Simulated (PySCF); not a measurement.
H6O4Si2 (SMILES O[Si](O)(O)O[SiH3])

| atom | x (Å) | y (Å) | z (Å) |
| --- | --- | --- | --- |
| O | -1.6225 | -0.0792 | -1.4946 |
| Si | -0.8197 | -0.3963 | -0.0957 |
| O | 0.1716 | -1.6823 | -0.3691 |
| O | -1.9716 | -0.6220 | 1.0606 |
| O | 0.1820 | 0.8041 | 0.4084 |
| Si | 1.7986 | 1.1666 | 0.2330 |
| H | -2.4638 | 0.3747 | -1.3923 |
| H | -0.1790 | -2.3807 | -0.9287 |
| H | -1.6903 | -0.4640 | 1.9662 |
| H | 1.9781 | 2.6013 | 0.5946 |
| H | 2.6198 | 0.3207 | 1.1477 |
| H | 2.2461 | 0.9547 | -1.1750 |

Geometry: PBE0-D3(BJ)/def2-SVP.

Level of theory: PySCF, PBE0/pcSseg-2, SCF density, gas phase, non-relativistic.

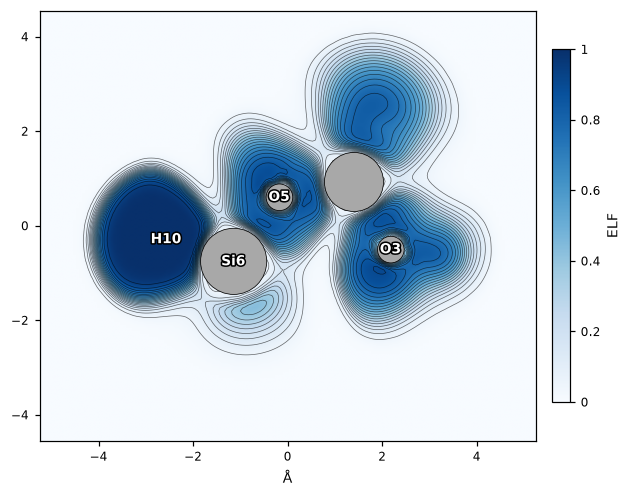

Figure 1. Electron localisation function on the plane of atoms O5, Si6 and H10. Grey discs cover the atomic cores.

Describe what can be read from this map.

Answer. The section cuts through O, Si and H sites.
Si–O (1.67 Å): the ELF peaks at about 0.85 between the atoms (a polar covalent bond).
Si–H (1.49 Å): the ELF climbs to about 1 towards the hydrogen, as it does in any bond to H.
The ELF also peaks beside O3, O5 and O4, away from the bonds: lone-pair regions.

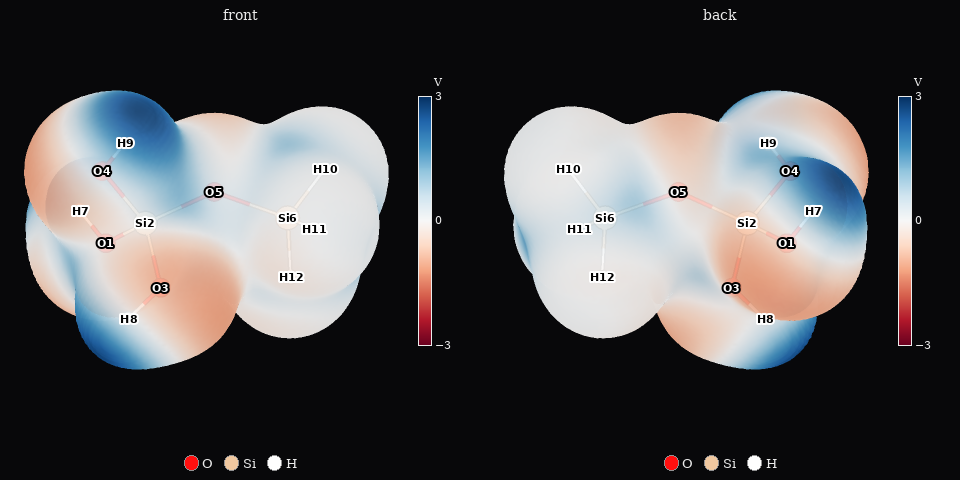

Figure 2. The molecular electrostatic potential painted on the density surface at 0.002 e/bohr³, seen from the front and from behind; red is negative and blue positive.

Where is the surface potential most negative and most positive?

Answer. The most negative region (about −1.2 V) lies over O1 and O3, the most positive (about +2.7 V) over H7, H8 and H9.
